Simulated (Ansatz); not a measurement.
# C3H8Si (SMILES CC1C[SiH2]1): what the fields show

```xyz
12

C    -0.8365    1.1031   -0.6754
C    -0.4372    0.0932    0.3700
C     1.0561   -0.0022    0.7427
Si    0.3666   -1.5238   -0.0514
H    -0.1781    1.0549   -1.5475
H    -0.7800    2.1239   -0.2812
H    -1.8566    0.9324   -1.0268
H    -1.0972    0.0720    1.2348
H     1.7244    0.6258    0.1599
H     1.3011   -0.0075    1.8000
H     0.7084   -1.8029   -1.4631
H     0.1059   -2.7240    0.7720
```

Geometry: PBE0-D4/def2-TZVP.

Level of theory: RKS PBE0-D4/def2-TZVPP (Ansatz).

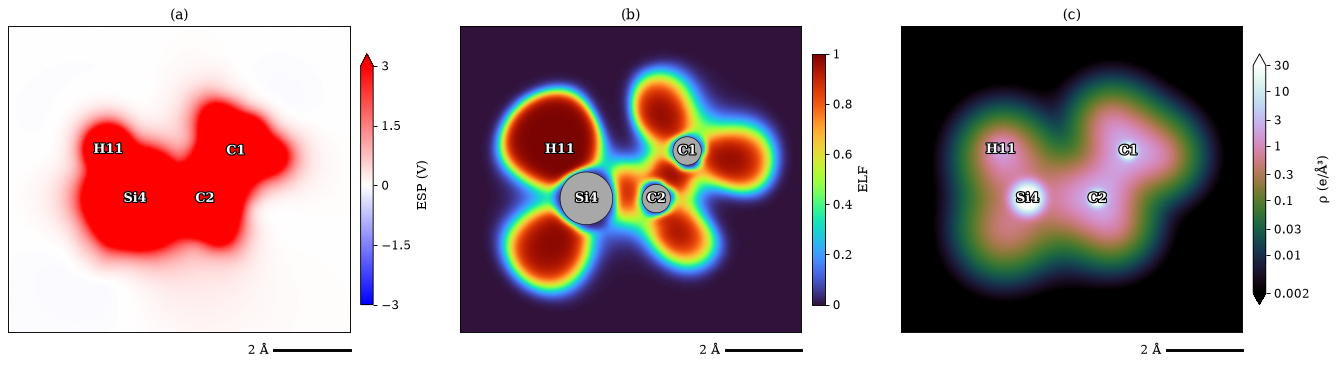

Figure 1. (a) electrostatic potential; (b) ELF; (c) electron density on the plane of atoms C1, C2 and Si4. Grey discs cover the atomic cores in the ELF map.

Interpret the plot.

- Atoms in the plane: C, Si and H.
- C–C (1.51 Å): ρ is about 1.7 e/Å³ halfway; the ELF peaks at about 0.95 between the atoms; a covalent bond.
- C–Si (1.85 Å): the density is about 0.9 e/Å³ at the midpoint; the ELF peaks at about 0.85 between the atoms; localised, covalent bonding.
- Si–H (1.48 Å): ρ is about 0.8 e/Å³ halfway; the ELF climbs to about 1 towards the hydrogen, as it does in any bond to H.
- The potential has no marked negative region in this plane.

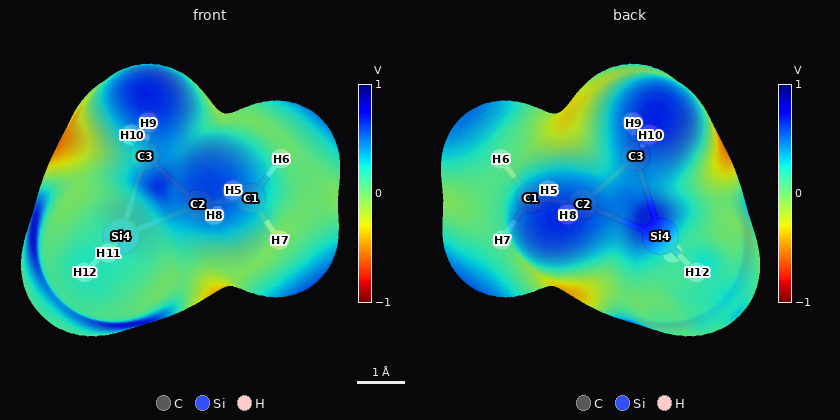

Figure 2. The electrostatic potential painted on the density surface at 0.002 e/bohr³, seen from the front and from behind; the colour scale runs from red (negative) to blue (positive).

Describe the electrostatic potential map.

The most negative region (about −0.5 V) lies over C3, the most positive (about +0.8 V) over Si4.

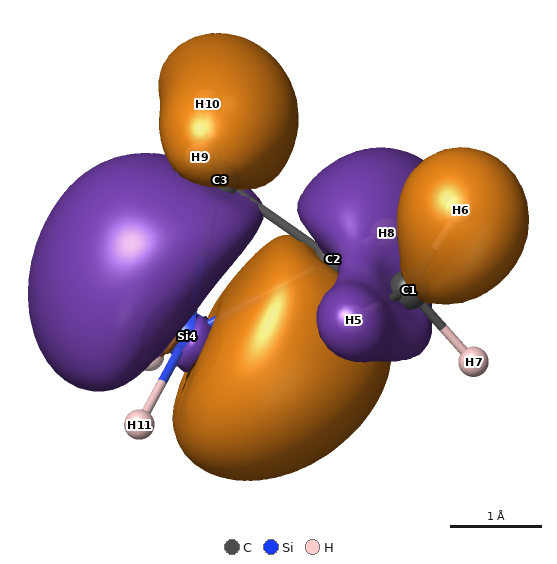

Figure 3. The HOMO at ±0.08 Å⁻³ᐟ² (orange and purple are the two phases), seen at a tilt.

Describe this orbital and give its energy.

By Hirshfeld shares it lies mainly on Si4 (about 35 %), C2 (about 25 %) and C3 (about 20 %). Its energy is −6.69 eV.
